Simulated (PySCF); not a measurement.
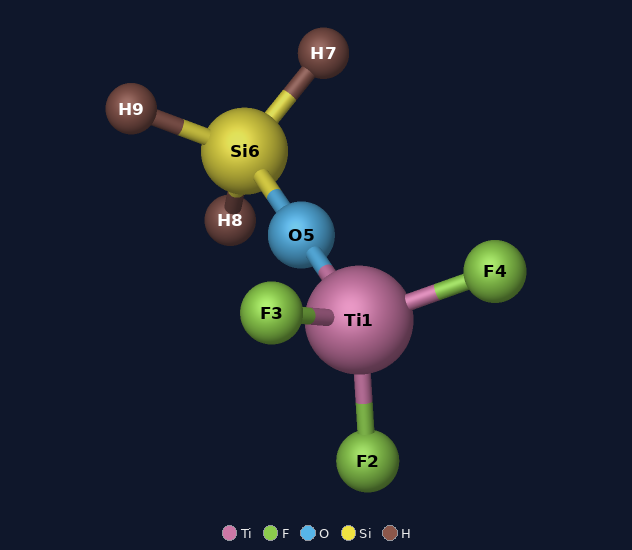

The species is neutral and a spin singlet. The computed structure is the end point of a PBE0-D3(BJ)/def2-SVP optimisation. No frequency run is at hand to confirm it as a minimum. Method: delta-SCF UKS SCAN, pcX-2 on the ionised atom (unc-x2c-TZVPall on a metal), pcseg-1 elsewhere, spin-free X2C (PySCF 2.14.0).

Give the core-electron binding energies (to vacuum; p and d levels without spin–orbit splitting) of Ti1 2p, F2 1s, O5 1s, Si6 1s, Si6 2p.

```json
{"atom": "Ti1", "level": "2p", "binding energy (eV)": "467.2"}
{"atom": "F2", "level": "1s", "binding energy (eV)": "692.0"}
{"atom": "O5", "level": "1s", "binding energy (eV)": "538.5"}
{"atom": "Si6", "level": "1s", "binding energy (eV)": "1848.1"}
{"atom": "Si6", "level": "2p", "binding energy (eV)": "108.4"}
```
